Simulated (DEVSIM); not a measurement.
Structure: abrupt Si p-n junction, at 300 K.

| layer (left to right) | material | thickness (μm) | Nd (cm⁻³) | Na (cm⁻³) | τn (s) | τp (s) |
|---|---|---|---|---|---|---|
| 1 | Si | 82.0 | - | 6.2e16 | 1.6e-6 | 1.6e-6 |
| 2 | Si | 0.910 | 3.4e14 | - | 1.6e-6 | 1.6e-6 |

Left contact: ohmic. Right contact: ohmic. Voltage is applied to the left contact. Recombination: SRH at mid-gap. Mobility is μmin + (μ − μmin)/(1 + (N/Nref)^α).

The device is made up for the run: typed textbook-type constants, with dimensions and the other settings drawn at random. Values at 300 K.

```csv
parameter,Si
gap (eV),1.124
affinity (eV),4.05
permittivity,11.7
Nc (cm⁻³),2.86e19
Nv (cm⁻³),3.1e19
μn (cm²/Vs),1417
μp (cm²/Vs),470
"μn,min",52
"μp,min",45
"Nref,n",9.7e16
"Nref,p",2.2e17
αn,0.68
αp,0.72
```

Model (solved in DEVSIM): 1D drift-diffusion, Boltzmann statistics, complete ionisation; no tunnelling, impact ionisation, image-force lowering or self-heating.

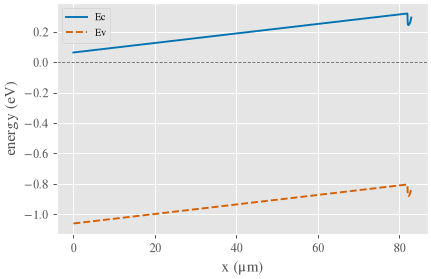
Figure: Band edges at 0.9 V on the left contact

Energies count from the Fermi level of the right contact; mesh points crowd at the junctions.

| x (μm) | Ec (eV) | Ev (eV) | n (cm⁻³) | p (cm⁻³) | field (V/cm) |
|---|---|---|---|---|---|
| 0.000 | 0.063 | -1.061 | 1900 | 6.2e16 | 31 |
| 0.03736 | 0.063 | -1.060 | 4.6e11 | 6.2e16 | 31 |
| 0.1266 | 0.064 | -1.060 | 1.6e12 | 6.2e16 | 31 |
| 0.3609 | 0.064 | -1.060 | 4.4e12 | 6.2e16 | 31 |
| 1.285 | 0.067 | -1.057 | 1.5e13 | 6.2e16 | 31 |
| 3.321 | 0.074 | -1.050 | 3.4e13 | 6.2e16 | 31 |
| 8.183 | 0.089 | -1.035 | 6.5e13 | 6.2e16 | 31 |
| 27.88 | 0.151 | -0.973 | 1.0e14 | 6.2e16 | 31 |
| 57.89 | 0.244 | -0.880 | 1.1e14 | 6.2e16 | 31 |
| 72.58 | 0.290 | -0.834 | 1.2e14 | 6.2e16 | 31 |
| 78.17 | 0.308 | -0.816 | 1.2e14 | 6.2e16 | 31 |
| 80.89 | 0.316 | -0.808 | 1.2e14 | 6.2e16 | 31 |
| 81.58 | 0.319 | -0.805 | 1.2e14 | 6.2e16 | 31 |
| 81.85 | 0.319 | -0.805 | 1.2e14 | 6.2e16 | 29 |
| 81.97 | 0.315 | -0.809 | 1.5e14 | 5.1e16 | -3100 |
| 82.00 | 0.292 | -0.832 | 3.5e14 | 2.1e16 | -11000 |
| 82.04 | 0.263 | -0.861 | 1.1e15 | 6.7e15 | -4400 |
| 82.14 | 0.245 | -0.879 | 2.2e15 | 2.9e15 | -600 |
| 82.49 | 0.253 | -0.871 | 1.6e15 | 1.4e15 | 510 |
| 82.75 | 0.272 | -0.852 | 7.8e14 | 6.4e14 | 1100 |
| 82.86 | 0.286 | -0.838 | 4.6e14 | 2.6e14 | 1400 |
| 82.91 | 0.293 | -0.831 | 3.4e14 | 340000 | 1500 |
